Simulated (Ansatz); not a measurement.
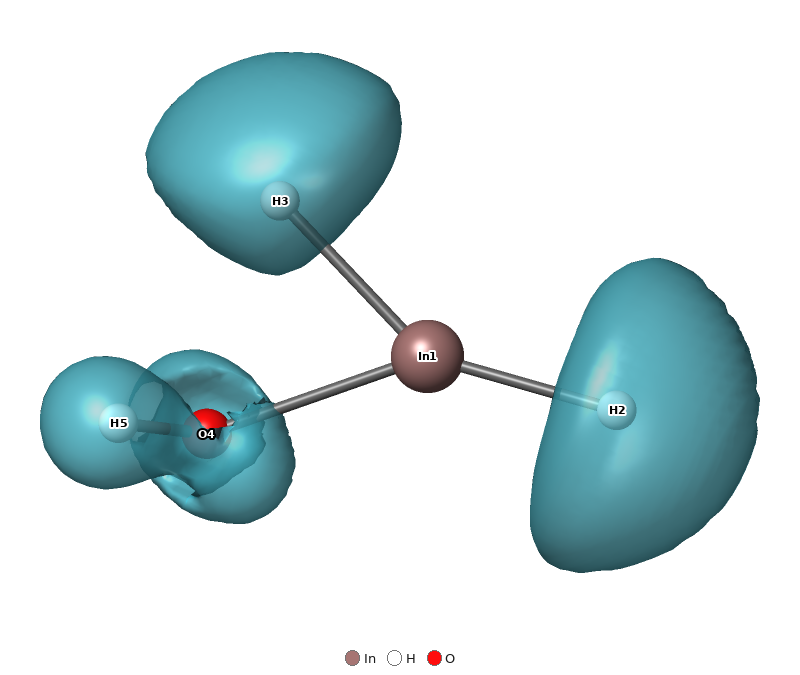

H₃InO (charge +1, doublet). Isosurface of the electron localisation function at 0.8 (cyan), seen across its widest extent. Only the valence region is drawn (cores and ρ < 0.01 e/Å³ removed).

Geometry: PBE-D4/def2-TZVP; core potentials replace the inner electrons of In.

Computed with UKS PBE0-D4/def2-TZVP in Ansatz.

```xyz
5

In    0.7167    0.4065   -0.1166
H     2.3659    0.6646   -0.2565
H    -0.9791    1.0707   -0.0810
O    -0.7593   -1.0086   -0.1637
H    -1.3442   -1.1331    0.6177
```

**What do the ELF domains correspond to?**

The surface consists of two regions around hydrogen nuclei and one joined region spread over several atoms (H, O), in which their bonds and any lone pairs are merged.

Values along the shortest contacts:
In–O (2.05 Å): the ELF peaks at about 0.85 in the valence shell of O, 0.6 Å from its nucleus, and drops to about 0.15 between the two atoms. O–H (0.98 Å): the ELF climbs to about 1 towards the hydrogen, as it does in any bond to H; a covalent bond by its length.
